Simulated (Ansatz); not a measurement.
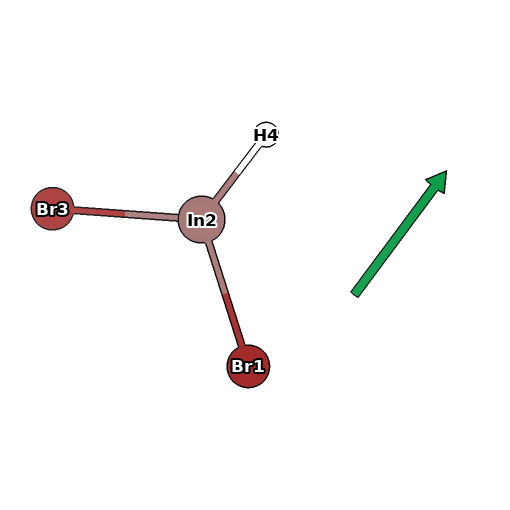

The arrow beside the molecule shows the direction of the dipole moment, from the negative to the positive end (its length means nothing). The geometry was computed by an optimisation with PBE-D4/def2-SVP. No frequency run is at hand to confirm it as a minimum. Level of theory: RKS PBE-D4/def2-SVP, core potentials on In (Ansatz 0.2.0).

### How large is the dipole moment?

2.07 D; it points from the side of Br1, Br3 to the side of H4 (the outermost atoms at the two ends).
